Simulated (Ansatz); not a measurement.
Run report: GaNH4, frequency calculation

The run: frequency calculation of GaNH4. Method and program: RKS BHLYP/def2-SVP (Ansatz 0.2.0).

It belongs to a series of runs on one base structure; here: vibrations at the highest image of the band. Figures and captions count atoms from 1; the log counts them from 0 in places.

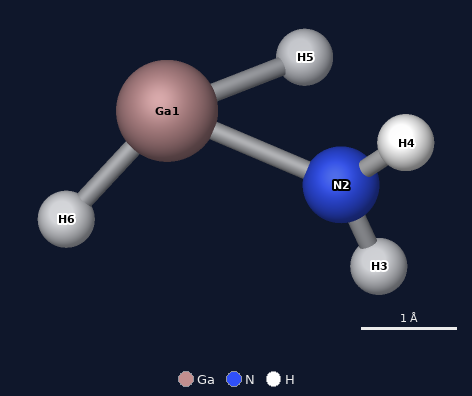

Figure 1. The structure as given in the input (ball-and-stick view, seen at an oblique angle; atoms are numbered from 1 in the order of the input). Sticks mark near contacts. Bond lengths as drawn: Ga–H 1.58 to 1.66 Å, Ga–N 1.99 Å and H–N 1.01 to 1.02 Å.

Input:
```yaml
crystal:
  periodic: [false, false, false]
  atoms:
    - { symbol: Ga, position_ang: [0.364406, 0.386707, -0.278626] }
    - { symbol: "N", position_ang: [1.059161, -0.046728, 1.535067] }
    - { symbol: H, position_ang: [0.711965, -0.617734, 2.304232] }
    - { symbol: H, position_ang: [1.845128, 0.502403, 1.857625] }
    - { symbol: H, position_ang: [1.774067, -0.314847, 0.237549] }
    - { symbol: H, position_ang: [-1.191328, 0.090198, -0.333147] }
basis:
  gaussian: { orbitals: def2-SVP }
hamiltonian:
  xc: { name: BHLYP }
phonons: {}
```

Machine: 1 thread of Arm Neoverse V2, 24 GiB of memory available, shared host.

Run as:
```bash
ansatz run input.yaml --threads 1 --pin off --max-ram 2048MiB --backend cpu --events-out ev --progress --plain --runs-dir out
```

The program's output:
```
Engine: ansatz 0.2.0, aarch64-unknown-linux-gnu
Functional definition: BHLYP
  parameter a = 0.5
  exchange = (1 - a)*b88_x + a*exact_x
  correlation = lyp_c
718 factors; integrals over basis functions are off by at most 3.5e-4 eV
mean field evaluation 1: about -53915.2870 eV, gradient 4.9e1 eV
mean field evaluation 2: about -53902.4407 eV, gradient 8.3e1 eV
mean field evaluation 4: about -53920.6610 eV, gradient 1.9e0 eV
mean field evaluation 8: about -53920.6894 eV, gradient 1.9e-1 eV
mean field evaluation 16: about -53920.6895 eV, gradient 7.9e-5 eV
mean field -53920.68951269 eV, -1981.5487908352 hartree, gradient 1.3e-5 eV, S^2 0.000000; 0 other end points of the search recorded, 0 dependent functions left out
the calculation of the forces begins
reference -53920.68965858 eV, -1981.5487961967 hartree; 21, 21 occupied and 45, 45 virtual orbitals, 718 factors
these checks for a lower state are left out or cut short: stability, starts, cluster_reference, orbital_swaps, neighbouring_geometries, increment
718 factors; integrals over basis functions are off by at most 3.5e-4 eV
mean field -53920.68944394 eV, -1981.5487883086 hartree, gradient 2.3e-6 eV, S^2 0.000000; 0 other end points of the search recorded, 0 dependent functions left out
[... from here on the field's lines of each further geometry are left out, up to the last ...]
the calculation of the forces begins
reference -53920.68965481 eV, -1981.5487960582 hartree; 21, 21 occupied and 45, 45 virtual orbitals, 718 factors
these checks for a lower state are left out or cut short: stability, starts, cluster_reference, orbital_swaps, neighbouring_geometries, increment
718 factors; integrals over basis functions are off by at most 3.5e-4 eV
mean field -53920.68950900 eV, -1981.5487906997 hartree, gradient 2.6e-6 eV, S^2 0.000000; 0 other end points of the search recorded, 0 dependent functions left out
the calculation of the forces begins
reference -53920.68965490 eV, -1981.5487960616 hartree; 21, 21 occupied and 45, 45 virtual orbitals, 718 factors
WARN: phonons: modes at or below zero, which the zero-point energy, F, S and C_V leave out: 1, the lowest at -1590.75 cm⁻¹. A minimum has none, and a first-order saddle one
Total energy: -53920.68965858 eV, -1981.5487961967 hartree
Atom 0 at     0.364406     0.386707    -0.278626 Å, force    -0.000045     0.000060    -0.000106 eV/Å
Atom 1 at     1.059161    -0.046728     1.535067 Å, force     0.000061    -0.000034     0.000338 eV/Å
Atom 2 at     0.711965    -0.617734     2.304232 Å, force    -0.000041     0.000009    -0.000091 eV/Å
Atom 3 at     1.845128     0.502403     1.857625 Å, force     0.000014     0.000007    -0.000082 eV/Å
Atom 4 at     1.774067    -0.314847     0.237549 Å, force     0.000018    -0.000018    -0.000045 eV/Å
Atom 5 at    -1.191328     0.090198    -0.333147 Å, force    -0.000006    -0.000025    -0.000015 eV/Å
Dipole moment:     0.079854    -0.040331     0.356296 e Å
Vibrations: -1590.75 398.65 470.65 539.53 710.94 730.72 1085.92 1562.90 1729.27 1909.35 3537.13 3700.08 cm⁻¹, zero-point energy 1.015129 eV
```

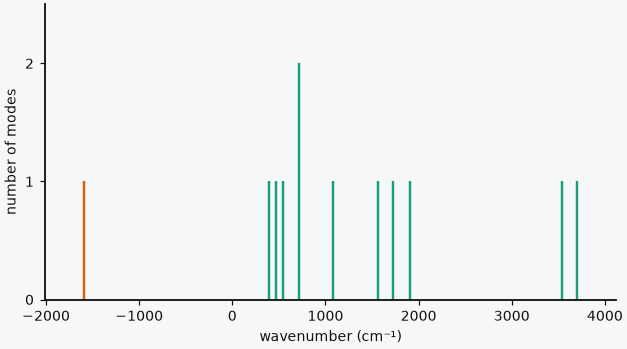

Figure 2. Harmonic vibrational wavenumbers from the force constants; neighbouring modes closer than 24 cm⁻¹ are counted in one stick, and imaginary ones are drawn at negative wavenumbers. 12 modes from 1591i to 3700 cm⁻¹, 1 imaginary beyond 8i (1591i cm⁻¹): a first-order saddle point, if the geometry is stationary.

Results in brief:

- outcome: converged
- total energy: −53920.6897 eV
- mean-field energy: −53920.6897 eV
- largest force (length of the vector): under 0.001 eV/Å
- wall time: 40 s
- peak memory: 0.12 GiB
